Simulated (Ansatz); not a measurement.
Consider AlClF$_{2}$.

Input

```
crystal:
  periodic: [false, false, false]
  atoms:
    - { symbol: Al, position_ang: [0.0, 0.0, 0.0] }
    - { symbol: Cl, position_ang: [0.0, 0.0, 2.23] }
    - { symbol: F, position_ang: [1.4635, 0.0, -0.845] }
    - { symbol: F, position_ang: [-1.4635, 0.0, -0.845] }
basis:
  gaussian: { orbitals: def2-SVP }
hamiltonian:
  xc: b3lyp
relax:
  f_tol: 0.02
  max_steps: 40
output:
  orbitals: {}
```

Command:

```sh
ansatz run input.yaml --threads 1 --pin off --max-ram 2048MiB --backend cpu --events-out ev --progress --plain --runs-dir out
```

The fields are those of the run's last geometry, not of the input's.

These are results of RKS B3LYP/def2-SVP (Ansatz), not measurements.

### What will maps of the electron density and electron localisation function show?

Al–F (1.65 Å): the density is about 0.83 e/Å³ at the midpoint; the ELF peaks at about 0.85 in the valence shell of F, 0.6 Å from its nucleus, and is about 0.30 at the midpoint.
Al–Cl (2.07 Å): ρ at the midpoint is about 0.74 e/Å³; the ELF peaks at about 0.85 in the valence shell of Cl, 1.0 Å from its nucleus, and is about 0.80 at the midpoint.

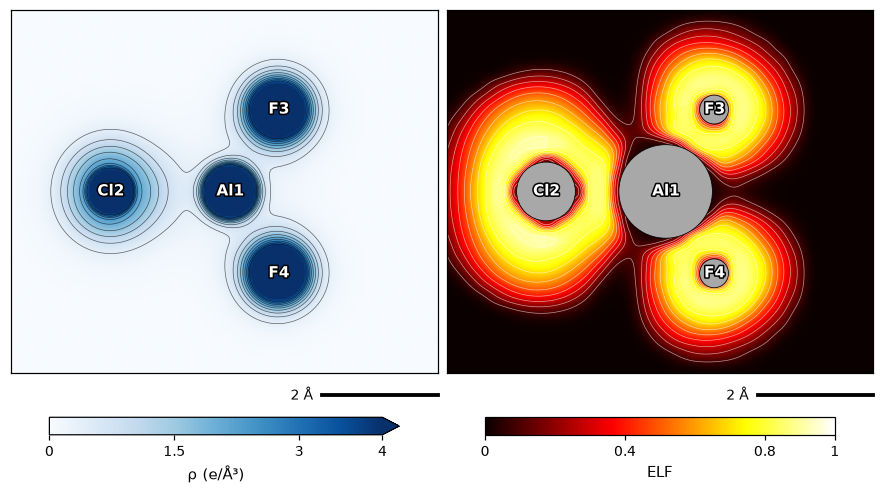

Computed electron density and electron localisation function on the molecular plane, in this order. Grey discs cover the atomic cores in the ELF map. 
